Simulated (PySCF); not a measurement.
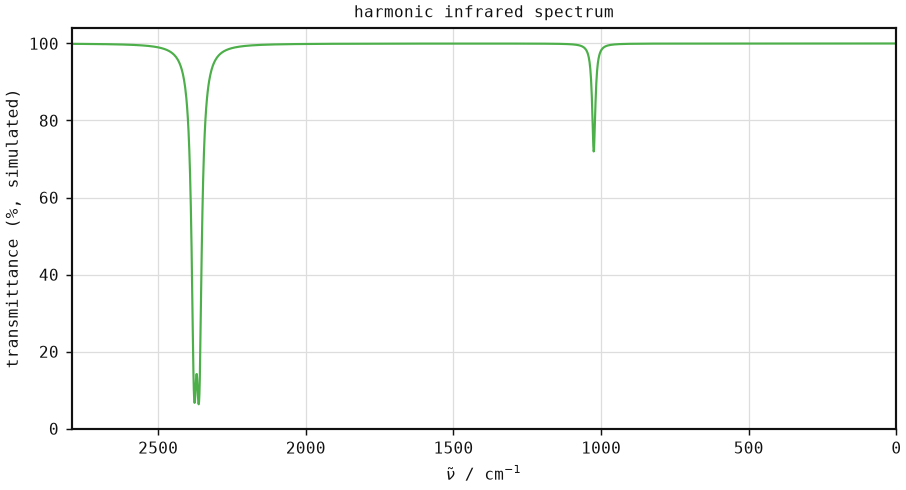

IR spectrum of SeH₂, singlet, at a minimum, with Se as the central atom. Unscaled harmonic wavenumbers and double-harmonic intensities, PBE/def2-TZVP, PySCF, isolated molecule. Structures are the lowest points that the searches found. Degenerate modes count as one line, with their intensities summed. Lorentzian lines of 12 cm⁻¹ full width. Close modes add up in the curve.

### Which point group goes with this spectrum?

The calculation gave C2v. Its 3 modes give 3 distinct wavenumbers, 3 with an intensity of 0.05 km/mol or more.
| cm⁻¹ | km/mol | symmetry |
| --- | --- | --- |
| 1024.9 | 1.1 | a1 |
| 2362.5 | 8.3 | a1 |
| 2377.0 | 8.1 | b2 |

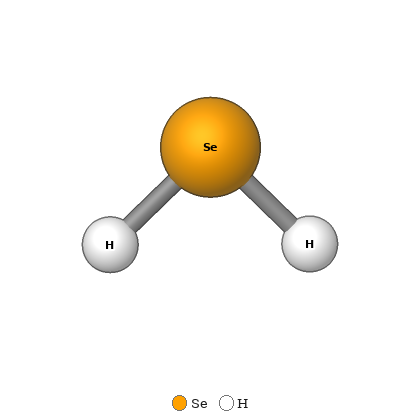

Known limits of this run: no scalar relativity.
